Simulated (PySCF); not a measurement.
## Frequency calculation, with input and output: MoH2O3

The run: frequency calculation of MoH2O3. Method and program: RKS-based B3LYP, Mo def2-SVP with ECP28, O def2-SVP, H def2-SVP; non-relativistic Hamiltonian with a scalar-relativistic core potential; density fitting (PySCF 2.14.0).

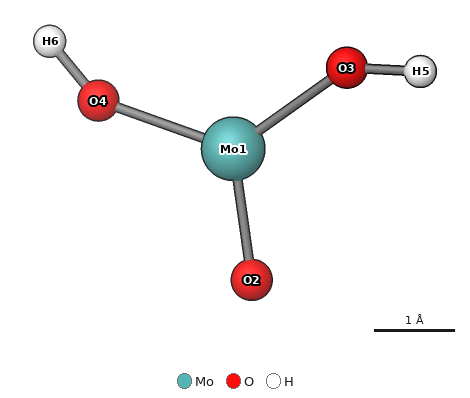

Fig. 1: The structure as given in the input (ball-and-stick view, seen at an oblique angle; atoms are numbered from 1 in the order of the input). Sticks mark near contacts. Bond lengths as drawn: H–O 0.96 Å and Mo–O 1.67 to 1.86 Å.

### Summary

| quantity | value |
| --- | --- |
| outcome | converged |
| total energy | −294.997560 hartree |
| HOMO | −5.44 eV |
| LUMO | −2.47 eV |
| zero-point energy | 0.028341 hartree |
| dipole moment | 3.17 D |
| wavenumbers, lowest and highest | 136 and 3892 cm⁻¹ |
| hardware | 2 threads of Arm Neoverse N1, 54 GiB of memory available, shared host |
| wall time | 2.7 min (CPU time 4.6 min) |
| peak memory | 1.3 GiB |

### Input
```python
from pyscf import gto, scf, dft
mol = gto.M(atom='''
Mo     0.011861     0.000557    -0.001965
O      1.650938    -0.130674    -0.281342
O     -0.704550     1.702795     0.181654
O     -0.893621    -1.606925     0.089551
H     -0.484329     2.641828     0.179892
H     -1.729994    -2.070885     0.212255''',
    basis={'Mo': 'def2-SVP', 'O': 'def2-SVP', 'H': 'def2-SVP'},
    ecp={'Mo': 'def2-SVP'},
    charge=0, spin=0)
mf = dft.RKS(mol, xc='B3LYP')
mf.grids.atom_grid = (75, 302)
aux = {'Mo': 'def2-universal-JKFIT', 'O': 'def2-universal-JKFIT', 'H': 'def2-universal-JKFIT'}
mf = mf.density_fit(auxbasis=aux)
mf.conv_tol = 1e-09
mf.diis_space = 10
mf.max_cycle = 60
mf.verbose = 4
mf.kernel()
```

The script is an equivalent of the set-up of the self-consistent field. The run itself was carried out by a driver, which started from the orbitals of the step before it where there was one and computed the further properties.

Command:
```bash
OMP_NUM_THREADS=2 python axn.py task.json out
```

### Output
```
init E= -294.997559912875
  HOMO = -0.200068685173459  LUMO = -0.0906711238488427  gap/eV = 2.97686
cycle= 1 E= -294.997559912848  delta_E= 2.73e-11  |g|= 1.31e-05  |ddm|= 1.22e-05
  HOMO = -0.20006991304119  LUMO = -0.0906719651961687  gap/eV = 2.97687
cycle= 2 E= -294.997559912684  delta_E= 1.64e-10  |g|= 3.1e-05  |ddm|= 2.92e-05
  HOMO = -0.20006892269247  LUMO = -0.090671232237753  gap/eV = 2.97686
cycle= 3 E= -294.997559912879  delta_E= -1.94e-10  |g|= 2.39e-06  |ddm|= 2.09e-05
  HOMO = -0.200069010367482  LUMO = -0.0906713339251084  gap/eV = 2.97686
cycle= 4 E= -294.99755991288  delta_E= -1.25e-12  |g|= 1.87e-07  |ddm|= 1.54e-06
  HOMO = -0.200069028331392  LUMO = -0.0906713452922574  gap/eV = 2.97686
Extra cycle  E= -294.997559912881  delta_E= -1.48e-12  |g|= 4.93e-07  |ddm|= 4.82e-07
converged SCF energy = -294.997559912881
```

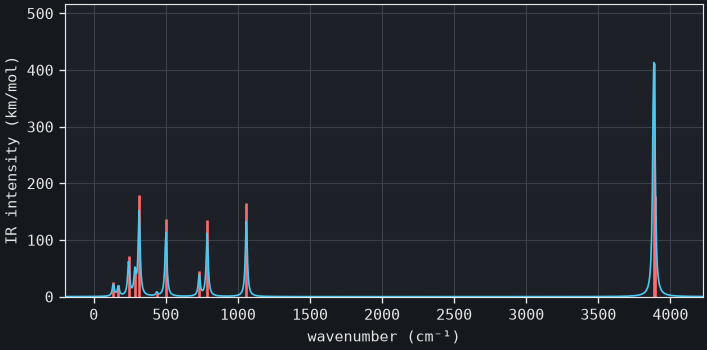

Fig. 2: Harmonic infrared spectrum, unscaled: sticks (degenerate modes added up, dark ones marked on the axis) with a Lorentzian envelope of 16 cm⁻¹ full width, scaled to the tallest stick. 12 modes from 136 to 3892 cm⁻¹, none imaginary. The strongest line is at 3883 cm⁻¹ (413 km/mol). All modes, in cm⁻¹ (km/mol): 136 (26), 171 (21), 242 (72), 286 (49), 315 (180), 438 (7.3), 501 (138), 732 (45), 787 (135), 1059 (165), 3883 (413), 3892 (177).

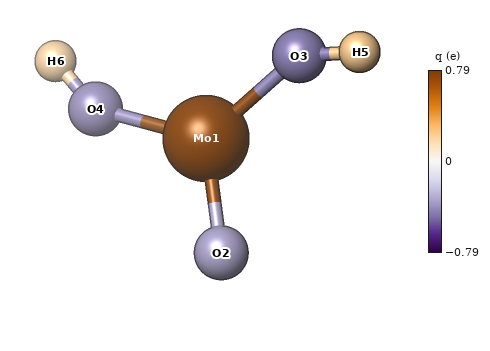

Fig. 3: Mulliken charges, as the colour of each atom (ball-and-stick view, seen at a tilt; atoms are numbered from 1 in the order of the input). By element: Mo +0.76, O −0.44 to −0.34 and H +0.22 to +0.23 e.
